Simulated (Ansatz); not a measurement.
**Fields on a plane of BiAu2 (cubic Laves, MgCu2 type)**

```
BiAu2
1.0
    0.00000     3.93881     3.93881
    3.93881     0.00000     3.93881
    3.93881     3.93881     0.00000
Bi Au
2 4
Direct
  0.00000   0.00000   0.00000
  0.25000   0.25000   0.25000
  0.62500   0.62500   0.12500
  0.62500   0.12500   0.62500
  0.62500   0.62500   0.62500
  0.12500   0.62500   0.62500
```

The slice is a {100} plane (indices of the conventional cell) through the point (0.125, 0.625, 0.625) (fractional), spanned by u = [100] and v = [0 1 -1] in vectors of this cell: u (5.57 Å) and v (5.57 Å, at 90° to u). It covers one period; positions are fractions (u, v).

Atoms on it: Au at (0.50, 0.00); Au at (0.00, 0.00). Other atoms lie within 1 Å of the plane.

Calculation: LDA (plane waves to 420 eV, PAW, scalar-relativistic; Ansatz, a first-principles code). k mesh 10×10×10. Near the nuclei the fields are pseudised (PAW); where an atom keeps semicore shells as valence, they peak there. BiAu2 was relaxed with its symmetry unable to fall. Spin-orbit coupling is left out, though Au and Bi are heavy.

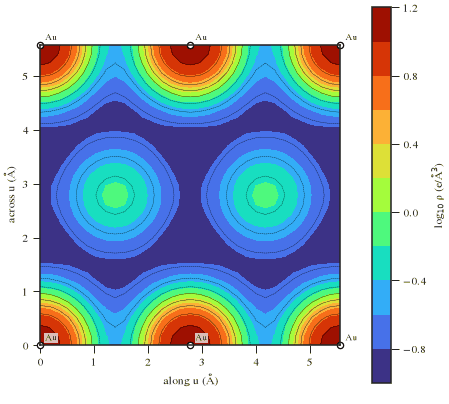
Figure. Log₁₀ of the valence density in e/Å³, one period of the plane, atoms marked. The scale is logarithmic, as a density can span decades between atoms and voids.

```
|xxx@%+-:::-+%@xxxxx@%+-:::-+%@xx|
|xxx@#=:...:=#@xxxxx@#=:...:=#@xx|
|@@@%*-:...:-*%@@@@@%*-:...:-*%@@|
|%%#*=-:...:-=*#%%%#*=-:...:-=*#%|
|**+=-:.....:-=+***+=-:.....:-=+*|
|==--:..   ..:--===--:..   ..:--=|
|::::..     ..:::::::..     ..:::|
|....         .......         ...|
|                                |
|     .......         .......    |
|   ..::---::..     ..::---::..  |
|  .::--===--::.   .::--===--::. |
| .:--==+++==--:. .:--==+++==--:.|
|..:-=+++++++=-:...:-=+++++++=-:.|
|..-==++***++==-...-==++***++==-.|
|.:-=++*****++=-:.:-=++*****++=-:|
|..-==++***++==-...-==++***++==-.|
|..:-=+++++++=-:...:-=+++++++=-:.|
| .:--==+++==--:. .:--==+++==--:.|
|  .::--===--::.   .::--===--::. |
|   ..::---::..     ..::---::..  |
|     .......         .......    |
|                                |
|....         .......         ...|
|::::..     ..:::::::..     ..:::|
|==--:..   ..:--===--:..   ..:--=|
|**+=-:.....:-=+***+=-:.....:-=+*|
|%%#*=-:...:-=*#%%%#*=-:...:-=*#%|
|@@@%*-:...:-*%@@@@@%*-:...:-*%@@|
|xxx@#=:...:=#@xxxxx@#=:...:=#@xx|
|xxx@%+-:::-+%@xxxxx@%+-:::-+%@xx|
|xxx@%+-:::-+%@xxxxx@%+-:::-+%@xx|
```
Scale: ten equal steps from 0.16 (start of ' ') to 0.58 (end of '@'), in the order ' .:-=+*#%@'. Values: electron localisation function (ELF). The map has 32 points along u (one character each, u = 0 at the left) and 32 along v (v = 0 in the bottom row). Points within 0.5 Å of a nucleus are blanked (x), as the pseudised field means little there.

The density on the Au–Au line (2.79 Å) at its midpoint is 0.36 e/Å³ and the ELF at that point comes out as 0.25.
